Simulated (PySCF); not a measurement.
Molecule: SMILES CC(=O)C[SiH2]c1ccco1 (C₇H₁₀O₂Si). Atoms near the plane z = 1.0 Å, at the GFN2-xTB optimised geometry (x, y, z in Å): C4 (-2.4, -1.2, 1.1), Si5 (-0.9, -1.6, 0.0), C6 (0.4, -0.3, 0.0), C7 (1.7, -0.3, 0.0), C8 (2.1, 1.1, 0.0), C9 (1.0, 1.8, 0.0), O10 (-0.1, 1.0, 0.0), H14 (-2.8, -0.2, 0.8), H15 (-3.1, -1.9, 1.0), H16 (-0.3, -2.9, 0.4), H18 (2.4, -1.1, 0.0), H19 (3.1, 1.5, 0.0), H20 (0.8, 2.9, 0.0).

Method: CAM-B3LYP/def2-SVP run with PySCF. Cells within 0.4 Å of a nucleus heavier than hydrogen are left out (blank, or x). The values are rescaled to run from 0 to 1.

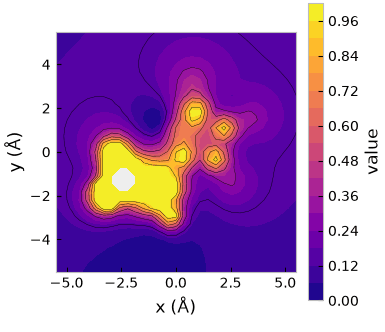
Figure. a field on the plane z = 1.0 Å.

Q: Which quantity is mapped?
(A) electrostatic potential
(B) electron localisation function
(C) an orbital amplitude
(D) log10 of the electron density

A: A, electrostatic potential. In full: electrostatic potential (hartree/e), clipped to [-0.08, 0.12].
